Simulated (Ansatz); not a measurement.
# CClSi: the cost of one run

Computed with Ansatz 0.2.0, Gaussian basis. Level: def2-QZVPP, all electrons in the functionals, frozen cores in the correlation of double hybrids and RPA.

The runs, in order: wB97M-V, B2PLYP, at charge 0, quartet; charge 0, doublet; charge 0, sextet; charge 1, triplet; charge 1, quintet.

3 further runs of the same task are left out: 1 that didn't finish, 2 set aside as unsound or not needed.

## 1. What is computed

The geometry is a PBE0/def2-TZVP stationary point (not a proven minimum).

3 atoms, charge 0, spin multiplicity 4.

Atoms are counted from 1 here; the program's logs count them from 0.

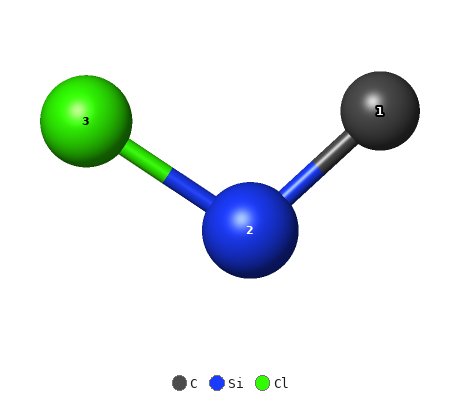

The geometry (carbon dark grey, silicon blue, chlorine green); atoms are numbered from 1 in the order of the file.

No dispersion term is added; wB97M-V holds VV10 nonlocal correlation.

The geometry shown and the zero of energy belong to the point charge 0, quartet. The yardstick, UCCSD(T), and other wave-function levels (R restricted, U unrestricted, valence and pair active spaces) come from earlier runs.

## 2. wB97M-V, charge 0, quartet

in.yaml

```yaml
crystal:
  periodic: [false, false, false]
  atoms:
    - {symbol: C, position_ang: [0.000000, -0.896812, 1.818922]}
    - {symbol: Si, position_ang: [0.000000, 0.607235, 0.728623]}
    - {symbol: Cl, position_ang: [0.000000, -0.177225, -1.193419]}
basis:
  gaussian: {orbitals: "def2-QZVPP.json"}
magnetization: {spin_polarized: true, initial_magnetization: 3}
hamiltonian: {xc: {name: wB97M-V}}
output: {orbitals: {seedname: orbitals}}
```

Started as:

```console
> ansatz run in.yaml --threads 1 --pin off --events-out ev --progress --plain --max-ram 2393MiB
```

Q: Estimate wall time and peak memory on 1 thread of Arm Neoverse V2, shared host.

About 21 s, with a peak of 0.57 GiB.
